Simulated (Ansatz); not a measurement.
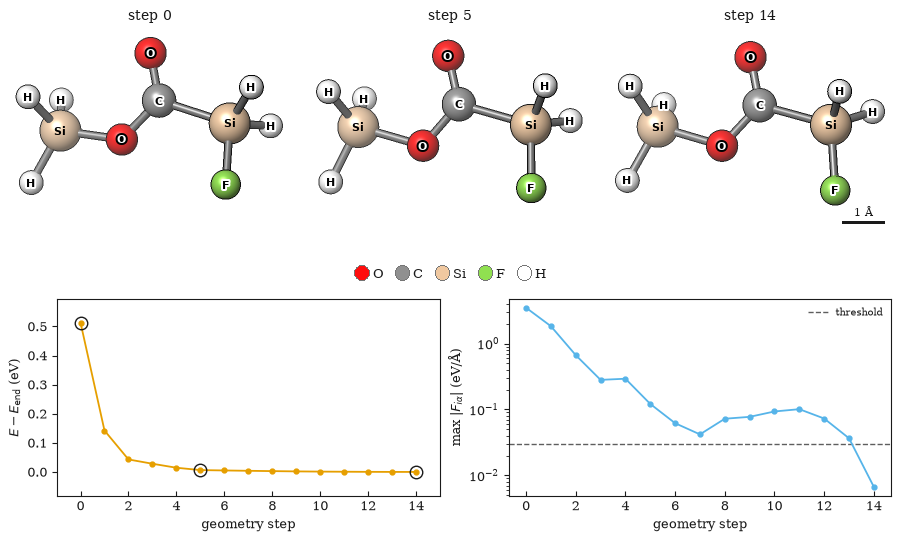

Frames of a relaxation of CH5FO2Si2 (coarse preliminary run), marked on the history of the run. A ball-and-stick model, seen at a tilt.

The start comes from a force field.

Computed with RKS PBE-D4/def2-SVP in Ansatz. Settings: force threshold 0.03 eV/Å; at most 200 steps.

**Describe the path.**

The energy falls by 0.513 eV in 14 geometry steps. Largest force component: 3.5 eV/Å at the start, 0.0067 eV/Å at the end. The largest moves after the best rigid fit, 0.36 Å, are those of F and H atoms. Largest moves by element: F 0.36 Å, H 0.36 Å, O 0.23 Å, Si 0.12 Å, C 0.12 Å. Some distances before and after: O–Si 1.610 → 1.750 Å, H–Si 1.447 → 1.497 Å, C–O 1.176 → 1.223 Å, H–Si 1.529 → 1.497 Å. Bond angles that change, for instance: C–O–Si 127.4° → 116.6°, O–Si–H 112.4° → 102.2°, C–Si–H 112.9° → 107.1°. Groups turn about C–Si by about 20°. Cost: 17 s on 4 threads of Arm Neoverse V2 (shared host). From step 0 to 5: an O atom moves most (0.17 Å), energy −0.507 eV. From step 5 to 14: an H atom moves most (0.24 Å), energy −0.006 eV.

| step | E − E(0), eV | largest force component, eV/Å |
| --- | --- | --- |
| 0 | 0.0000 | 3.4936 |
| 1 | -0.3709 | 1.8327 |
| 2 | -0.4701 | 0.6673 |
| 3 | -0.4849 | 0.2812 |
| 4 | -0.4986 | 0.2927 |
| 5 | -0.5067 | 0.1214 |
| 6 | -0.5079 | 0.0620 |
| 7 | -0.5091 | 0.0419 |
| 8 | -0.5102 | 0.0724 |
| 9 | -0.5112 | 0.0773 |
| 10 | -0.5119 | 0.0933 |
| 11 | -0.5123 | 0.1011 |
| 12 | -0.5127 | 0.0729 |
| 13 | -0.5130 | 0.0366 |
| 14 | -0.5131 | 0.0067 |
